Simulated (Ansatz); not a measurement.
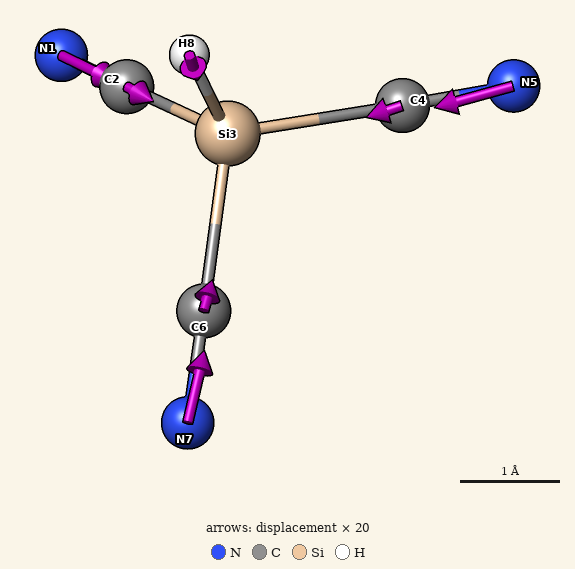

This is a relaxation of C3HN3Si. The starting structure is drawn; purple arrows show the displacements, 20 times their true length. The two geometries are superimposed by the best rigid fit.

Style: ball-and-stick. Shown at a tilt.

The start comes from PBE-D4/def2-SVP.

Theory: RKS PBE0-D4/def2-TZVP in Ansatz.

Input file:
```yaml
crystal:
  periodic: [false, false, false]
  atoms:
    - {symbol: N, position_ang: [2.429581, -1.605166, -0.118985]}
    - {symbol: C, position_ang: [1.393412, -1.071191, 0.012265]}
    - {symbol: Si, position_ang: [-0.252840, -0.261064, 0.244085]}
    - {symbol: C, position_ang: [-1.011362, 0.012909, -1.420215]}
    - {symbol: N, position_ang: [-1.517950, 0.170147, -2.466457]}
    - {symbol: C, position_ang: [0.017459, 1.386088, 1.040354]}
    - {symbol: N, position_ang: [0.174567, 2.423251, 1.565266]}
    - {symbol: H, position_ang: [-1.140667, -1.111974, 1.087888]}
basis:
  gaussian: {orbitals: def2-TZVP}
hamiltonian: {xc: pbe0, dispersion: d4}
relax: {f_tol: 0.005, max_steps: 150}
```

Question: Atoms of which element are displaced furthest, and by how much?

Answer: Nitrogen: up to 0.042 Å, against 0.023 Å for hydrogen.

Question: What happened in the run?

Answer: The atom that moves furthest after the best rigid fit is N5 (0.042 Å). By element the largest moves are N 0.042 Å, H 0.023 Å, C 0.020 Å, Si 0.001 Å. Among the contacts that change: C4–N5 1.173 → 1.151 Å, Si3–H8 1.491 → 1.470 Å, C2–Si3 1.849 → 1.830 Å. After 3 geometry steps the energy has fallen by 9.97 kJ/mol. The largest force component goes from 2.3 to 0.0028 eV/Å.
